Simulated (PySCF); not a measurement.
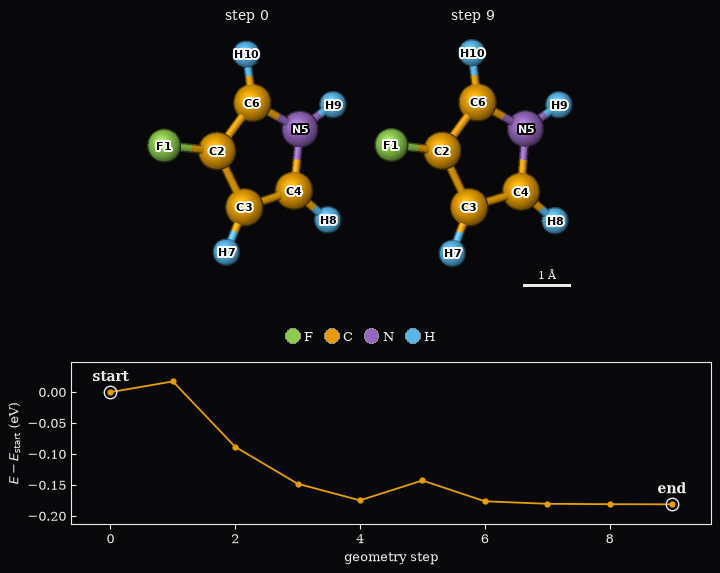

First and last geometry of a relaxation of C₄H₄FN, with the history of the run. The picture is a ball-and-stick view, seen at a tilt.

The start comes from GFN2-xTB. Its atoms were then displaced at random by about 0.01 Å.

Method: PBE0-D3(BJ)/def2-SVP geometry optimisation, gas phase (PySCF). 

**What do the curves and the structures tell?**

It converged. The largest moves after the best rigid fit, 0.037 Å, are those of C4 and H8. Largest moves by element: C 0.037 Å, H 0.037 Å, F 0.034 Å, N 0.014 Å. Near-neighbour distances that change, for instance: C3–C4 1.329 → 1.381 Å, F1–C2 1.375 → 1.327 Å, C4–N5 1.337 → 1.362 Å, C3–H7 1.071 → 1.087 Å. Among the angles between lasting bonds that change: C4–C3–H7 130.7° → 127.3°, C3–C4–N5 111.6° → 108.3°, C4–N5–H9 127.3° → 125.0°. Over 9 geometry steps the energy falls by 0.181 eV.
